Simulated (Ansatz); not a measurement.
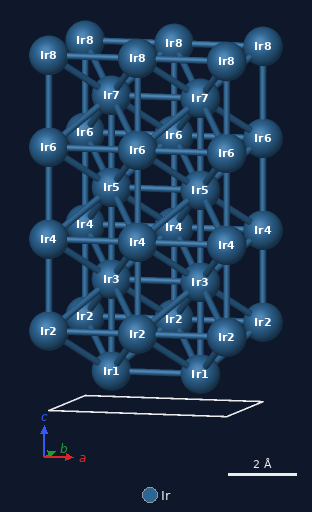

This is the input geometry for a relaxation of a slab of composition Ir (cut from the Fm-3m phase). The picture is a ball-and-stick view of the 2 × 1 repeat of the cell, outlined in the plane, without the vacuum, seen slightly off an axis.

The slab is the (1 1 0) face of Ir.

The calculation used DFT PBE, scalar-relativistic, plane waves, PAW (Ansatz).

Input file:
```yaml
crystal:
  lattice:
    - [2.7369673413, 0.0, 0.0]
    - [0.0, 3.8706563338, 0.0]
    - [0.0, 0.0, 24.5793856945]
  atoms:
    - { symbol: Ir, position: [0.5, 0.5, 0.3051337447] }
    - { symbol: Ir, position: [0.0, 0.0, 0.3608098177] }
    - { symbol: Ir, position: [0.5, 0.5, 0.4164858906] }
    - { symbol: Ir, position: [0.0, 0.0, 0.4721619635] }
    - { symbol: Ir, position: [0.5, 0.5, 0.5278380365] }
    - { symbol: Ir, position: [0.0, 0.0, 0.5835141094] }
    - { symbol: Ir, position: [0.5, 0.5, 0.6391901823] }
    - { symbol: Ir, position: [0.0, 0.0, 0.6948662553] }
basis:
  ecutwfc: 420
kpoints:
  mp_grid: { grid: [13, 9, 1] }
hamiltonian:
  xc: pbe
scf:
  occupations: { method: gaussian, width: 0.1 }
output:
  forces: true
  eigenvalues: true
  write_density: true
  write_potential: true
  elf: true
  volumetric_format: npy
relax:
  adjacent_minimum: "off"
  f_tol: 0.02
  max_steps: 60
efield:
  axis: 3
  dipole_correction: true
  ramp_width: 0.04
```

Run as
```bash
ansatz run input.yaml --threads 4 --pin off --max-ram 9216MiB --backend cpu --events-out ev --progress --plain --runs-dir out
```

Where does the relaxation end?

Answer. Over 4 geometry steps the energy falls by 0.284 eV per cell of the calculation. Largest force component: 1.6 eV/Å at the start, 0.013 eV/Å at the end. The largest moves relative to the layer's centre, 0.14 Å, are those of Ir1 and Ir8. Ir8 goes along the normal (−c). The lattice vectors keep their values. Among the contacts that change: Ir1–Ir3 2.737 → 2.624 Å, Ir1–Ir2 2.737 → 2.642 Å, Ir2–Ir4 2.737 → 2.821 Å, Ir3–Ir5 2.737 → 2.681 Å.

Final geometry:

```xyz
8
Lattice="2.7370 0.0000 0.0000 0.0000 3.8707 0.0000 0.0000 0.0000 24.5794" Properties=species:S:1:pos:R:3 pbc="T T T"
Ir    1.3685    1.9353    7.6435
Ir    0.0000    3.8707    8.8098
Ir    1.3685    1.9353   10.2676
Ir    0.0000    3.8707   11.6312
Ir    1.3685    1.9353   12.9482
Ir    0.0000    3.8707   14.3118
Ir    1.3685    1.9353   15.7695
Ir    0.0000    3.8707   16.9359
```

After the run, drawn alike:

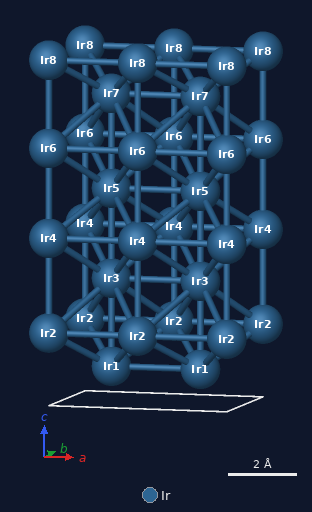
